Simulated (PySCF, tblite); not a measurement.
**allyldimethylamine (C5H11N): a rotation path, then NMR shifts on frames, part 1 of 2**

Aim: move allyldimethylamine (C5H11N) (`C=CCN(C)C`) away from its starting geometry and see how NMR shifts follow the geometry.

Programs: tblite 0.8.0 and PySCF 2.14.0, with density-fitted response routines of our own. Each step states its level of theory. These are calculated values for one molecule in the gas phase, unless marked as measured. Atoms are numbered from 0 throughout.

**1. Starting geometry**

17 atoms, charge 0, multiplicity 1; geometry from: GFN2-xTB.

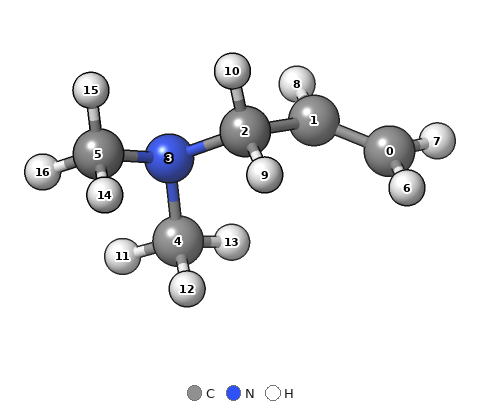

The starting geometry (carbon grey, nitrogen blue, hydrogen white), atoms numbered; sticks join atoms by distance.

**2. A band between two rotamers with GFN2-xTB**

Job settings and geometry (Å):

```
{"job": {"kind": "neb", "xc": "GFN2-xTB", "basis": "xTB", "atoms": [1, 2, 3, 5], "turn": 120}, "charge": 0, "multiplicity": 1}
C      2.687496    -0.178096     0.211953
C      1.613783     0.333524    -0.358966
C      0.361015     0.708714     0.369160
N     -0.810458     0.163251    -0.300995
C     -0.825988    -1.282913    -0.236582
C     -2.035601     0.721285     0.227797
H      2.727854    -0.371061     1.272114
H      3.574121    -0.418188    -0.349852
H      1.583714     0.518881    -1.423904
H      0.422692     0.386538     1.424860
H      0.266114     1.800468     0.354916
H     -1.654506    -1.657019    -0.836457
H     -0.938769    -1.658799     0.793577
H      0.106186    -1.668716    -0.645322
H     -2.184800     0.490318     1.295412
H     -2.020874     1.803547     0.105174
H     -2.878978     0.320295    -0.332958
```

Level: GFN2-xTB climbing-image nudged elastic band, gas phase.

Run with:

```sh
$ OMP_NUM_THREADS=1 python probes_run.py task.json out
```

The driver reads the jobs from task.json and runs them one after another.

Log:

```text
image   E - E0 / eV
  0      -0.0000
  1       0.0152
  2       0.0526
  3       0.0939
  4       0.1186
  5       0.1161
  6       0.0952
  7       0.0798
  8       0.0727
```

Run time: 6.7 s. Hardware: 1 thread of Intel Xeon at 2.50GHz, shared host; peak memory 0.18 GiB.

The final band, with the dihedral C1–C2–N3–C5:

```
image  dihedral (°)  energy (eV)  energy (kcal/mol)
    0          -169        0.000                0.0
    1          -157        0.015                0.3
    2          -144        0.053                1.2
    3          -131        0.094                2.2
    4          -117        0.119                2.7
    5          -104        0.116                2.7
    6           -91        0.095                2.2
    7           -77        0.080                1.8
    8           -65        0.073                1.7
```

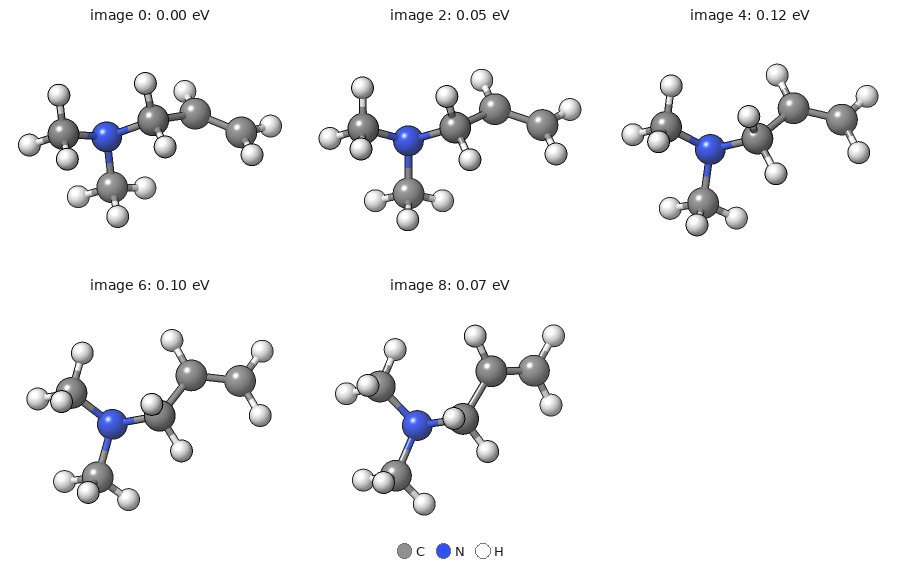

Images along the band.

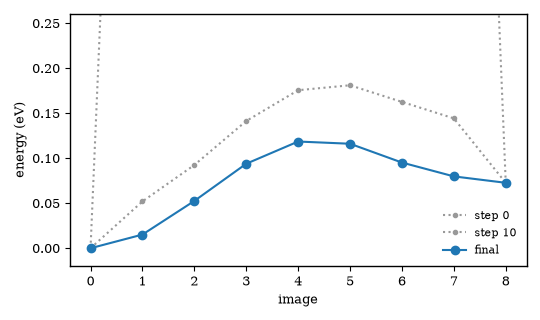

Energy along the band, early and final.

**3. Shielding tensors: image 0, PBE0/pcSseg-1**

Job settings and geometry (Å):

```
{"job": {"kind": "nmr", "xc": "PBE0", "basis": "pcSseg-1", "pop": false}, "charge": 0, "multiplicity": 1}
C      2.687500    -0.178100     0.212000
C      1.613800     0.333500    -0.359000
C      0.361000     0.708700     0.369200
N     -0.810500     0.163300    -0.301000
C     -0.826000    -1.282900    -0.236600
C     -2.035600     0.721300     0.227800
H      2.727900    -0.371100     1.272100
H      3.574100    -0.418200    -0.349900
H      1.583700     0.518900    -1.423900
H      0.422700     0.386500     1.424900
H      0.266100     1.800500     0.354900
H     -1.654500    -1.657000    -0.836500
H     -0.938800    -1.658800     0.793600
H      0.106200    -1.668700    -0.645300
H     -2.184800     0.490300     1.295400
H     -2.020900     1.803500     0.105200
H     -2.879000     0.320300    -0.333000
```

Method: GIAO PBE0/pcSseg-1 NMR shielding, non-relativistic, gas phase.

Log:

```text
coarse grid: 13312 points
cycle   1  E = -251.4483911414  dE =  5.409e-01  |g| = 3.639e-01  |ddm| = 3.444e+00
cycle   2  E = -251.4504869250  dE = -2.096e-03  |g| = 3.656e-01  |ddm| = 7.447e-01
cycle   3  E = -251.4853764682  dE = -3.489e-02  |g| = 4.915e-02  |ddm| = 3.941e-01
cycle   4  E = -251.4857117750  dE = -3.353e-04  |g| = 2.690e-02  |ddm| = 5.705e-02
cycle   5  E = -251.4858590919  dE = -1.473e-04  |g| = 5.423e-03  |ddm| = 2.542e-02
cycle   6  E = -251.4858645364  dE = -5.445e-06  |g| = 2.486e-03  |ddm| = 6.431e-03
final grid: 126128 points
cycle   7  E = -251.5216227674  dE = -3.821e-05  |g| = 9.132e-03  |ddm| = 2.939e-02
cycle   8  E = -251.5216148399  dE =  7.928e-06  |g| = 1.083e-02  |ddm| = 1.660e-02
cycle   9  E = -251.5216437396  dE = -2.890e-05  |g| = 1.482e-03  |ddm| = 8.995e-03
cycle  10  E = -251.5216442708  dE = -5.312e-07  |g| = 2.092e-04  |ddm| = 1.205e-03
cycle  11  E = -251.5216442792  dE = -8.403e-09  |g| = 1.198e-04  |ddm| = 3.036e-04
cycle  12  E = -251.5216442824  dE = -3.138e-09  |g| = 2.200e-05  |ddm| = 1.113e-04
cycle  13  E = -251.5216442825  dE = -9.572e-11  |g| = 4.739e-06  |ddm| = 2.626e-05
converged SCF energy = -251.5216442825

GIAO shielding tensors (ppm)
atom      isotropic    diamagn.    paramagn.     s11        s22        s33       span
  0 C       64.024     254.083    -190.059    -51.946     82.249    161.767    213.712
  1 C       37.399     255.333    -217.935    -82.242     43.729    150.708    232.950
  2 C      119.176     248.906    -129.730     94.298    111.590    151.641     57.343
  3 N      222.989     323.022    -100.033    192.198    224.221    252.548     60.350
  4 C      141.856     248.633    -106.777    112.674    130.801    182.094     69.419
  5 C      138.237     246.400    -108.163    112.659    116.461    185.590     72.931
  6 H       26.196      31.530      -5.335     22.763     25.601     30.222      7.459
  7 H       26.355      28.851      -2.496     23.197     25.482     30.386      7.189
  8 H       25.461      32.149      -6.688     22.578     25.239     28.565      5.987
  9 H       29.397      33.259      -3.862     26.022     28.929     33.238      7.216
 10 H       28.308      32.020      -3.711     24.234     27.867     32.825      8.590
 11 H       29.476      30.981      -1.505     25.271     27.042     36.113     10.842
 12 H       30.384      31.467      -1.083     27.235     27.870     36.045      8.810
 13 H       28.964      31.901      -2.937     23.994     28.695     34.204     10.210
 14 H       29.867      30.005      -0.138     26.649     27.311     35.642      8.993
 15 H       29.209      30.176      -0.967     24.962     26.821     35.845     10.883
 16 H       29.207      29.788      -0.581     25.115     26.491     36.014     10.898
```

Wall time 43 s (1 thread of Intel Xeon at 2.50GHz, shared host); peak memory 0.82 GiB.

The references, computed at this level on geometries of the same kind, shield at (ppm): 1H TMS 31.72, 13C TMS 186.9, 15N NH3 267.7. Their shielding less the atom's gives the shift. The references are single molecules in the gas phase, so shifts against H2O, NH3, PH3, H3PO4 or CFCl3 are not on the usual liquid scales and can be off by tens of ppm. Each atom is listed at this fixed geometry, with no averaging over motion; a spectrum would average atoms that exchange fast.

```
atoms                                 environment  σ (ppm)  δ (ppm)
   C1                                   alkene CH     37.4    149.5
   C0                        terminal =CH2 carbon     64.0    122.9
   C2                 allylic sp3 CH2 bonded to N    119.2     67.7
   C5                   methyl carbon bonded to N    138.2     48.7
   C4                   methyl carbon bonded to N    141.9     45.1
   H8                    hydrogen on an alkene CH    25.46     6.26
   H6          hydrogen on a terminal =CH2 carbon    26.20     5.52
   H7          hydrogen on a terminal =CH2 carbon    26.36     5.36
  H10  hydrogen on an allylic sp3 CH2 bonded to N    28.31     3.41
  H13     hydrogen on a methyl carbon bonded to N    28.96     2.75
  H16     hydrogen on a methyl carbon bonded to N    29.21     2.51
  H15     hydrogen on a methyl carbon bonded to N    29.21     2.51
   H9  hydrogen on an allylic sp3 CH2 bonded to N    29.40     2.32
  H11     hydrogen on a methyl carbon bonded to N    29.48     2.24
  H14     hydrogen on a methyl carbon bonded to N    29.87     1.85
  H12     hydrogen on a methyl carbon bonded to N    30.38     1.33
   N3                              amine nitrogen    223.0     44.7
```

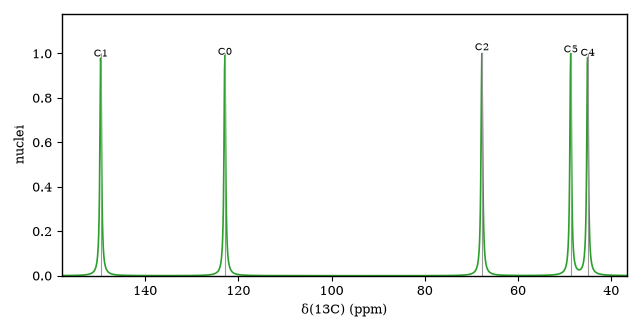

13C lines at the computed shifts, without couplings. Lines are broadened to a width of 0.42 ppm (Lorentzian).

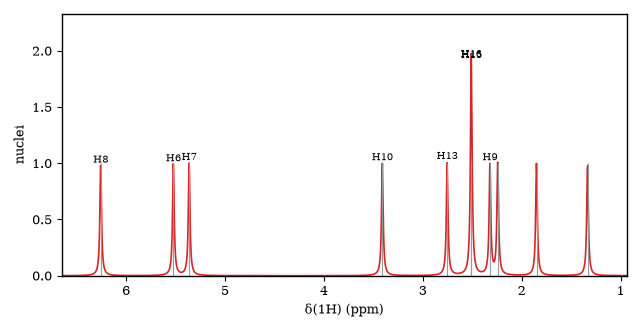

1H lines at the computed shifts, without couplings. Lines are broadened to a width of 0.02 ppm (Lorentzian).

**4. Nuclear shieldings: image 2, PBE0/pcSseg-1**

Job settings and geometry (Å):

```
{"job": {"kind": "nmr", "xc": "PBE0", "basis": "pcSseg-1", "pop": false}, "charge": 0, "multiplicity": 1}
C      2.776400    -0.054200     0.071000
C      1.631800     0.459500    -0.335900
C      0.386200     0.535400     0.493800
N     -0.770400     0.049900    -0.251700
C     -0.954700    -1.373200    -0.071300
C     -1.980800     0.781000     0.051800
H      2.887200    -0.488700     1.051800
H      3.656700    -0.049300    -0.549000
H      1.533300     0.889200    -1.323300
H      0.523100    -0.012600     1.439900
H      0.216600     1.588300     0.741300
H     -1.746700    -1.721900    -0.733800
H     -1.224300    -1.632700     0.966700
H     -0.031700    -1.888100    -0.330200
H     -2.278100     0.712500     1.110600
H     -1.838300     1.829800    -0.204600
H     -2.793400     0.387200    -0.557200
```

With the program's defaults for keys left out, this is: GIAO PBE0/pcSseg-1 NMR shielding, non-relativistic, gas phase.

Log:

```text
coarse grid: 13312 points
cycle   1  E = -251.4456382122  dE =  5.358e-01  |g| = 3.671e-01  |ddm| = 3.444e+00
cycle   2  E = -251.4473812114  dE = -1.743e-03  |g| = 3.709e-01  |ddm| = 7.509e-01
cycle   3  E = -251.4833775418  dE = -3.600e-02  |g| = 4.787e-02  |ddm| = 4.005e-01
cycle   4  E = -251.4836830467  dE = -3.055e-04  |g| = 2.742e-02  |ddm| = 5.763e-02
cycle   5  E = -251.4838371075  dE = -1.541e-04  |g| = 5.037e-03  |ddm| = 2.595e-02
cycle   6  E = -251.4838416086  dE = -4.501e-06  |g| = 2.491e-03  |ddm| = 6.035e-03
final grid: 126128 points
cycle   7  E = -251.5196337545  dE = -3.306e-05  |g| = 9.035e-03  |ddm| = 3.035e-02
cycle   8  E = -251.5196249127  dE =  8.842e-06  |g| = 1.092e-02  |ddm| = 1.643e-02
cycle   9  E = -251.5196542051  dE = -2.929e-05  |g| = 1.504e-03  |ddm| = 9.090e-03
cycle  10  E = -251.5196547597  dE = -5.546e-07  |g| = 1.898e-04  |ddm| = 1.215e-03
cycle  11  E = -251.5196547660  dE = -6.266e-09  |g| = 1.186e-04  |ddm| = 2.778e-04
cycle  12  E = -251.5196547691  dE = -3.084e-09  |g| = 1.851e-05  |ddm| = 1.100e-04
cycle  13  E = -251.5196547691  dE = -6.526e-11  |g| = 4.320e-06  |ddm| = 2.064e-05
converged SCF energy = -251.5196547691

GIAO shielding tensors (ppm)
atom      isotropic    diamagn.    paramagn.     s11        s22        s33       span
  0 C       66.755     253.950    -187.196    -46.065     84.535    161.793    207.859
  1 C       37.581     254.644    -217.063    -80.794     45.987    147.551    228.344
  2 C      119.763     248.692    -128.928     95.690    109.676    153.924     58.234
  3 N      226.491     322.363     -95.872    192.481    221.827    265.163     72.682
  4 C      141.087     247.885    -106.798    109.643    130.057    183.562     73.919
  5 C      137.181     246.424    -109.243    108.878    118.663    184.002     75.125
  6 H       26.385      31.485      -5.100     23.074     25.725     30.358      7.284
  7 H       26.493      28.751      -2.258     23.477     25.512     30.491      7.013
  8 H       25.435      32.006      -6.571     22.680     25.028     28.597      5.917
  9 H       29.335      33.330      -3.996     26.289     28.430     33.286      6.997
 10 H       28.558      32.454      -3.896     24.042     29.036     32.598      8.556
 11 H       29.439      30.699      -1.260     24.990     27.121     36.207     11.217
 12 H       30.045      30.998      -0.953     26.894     27.552     35.691      8.797
 13 H       29.097      31.710      -2.613     24.693     27.786     34.811     10.119
 14 H       29.562      29.963      -0.401     26.241     27.072     35.373      9.132
 15 H       29.133      30.538      -1.405     24.682     27.064     35.652     10.970
 16 H       29.353      29.992      -0.639     25.384     26.607     36.068     10.684
```

Wall time 32 s (1 thread of Intel Xeon at 2.50GHz, shared host); peak memory 0.8 GiB.

In short: δ C1 149.3, C0 120.2, C2 67.2, C5 49.7, H8 6.28, H6 5.33 ppm.

(Continued in part 2 of 2.)
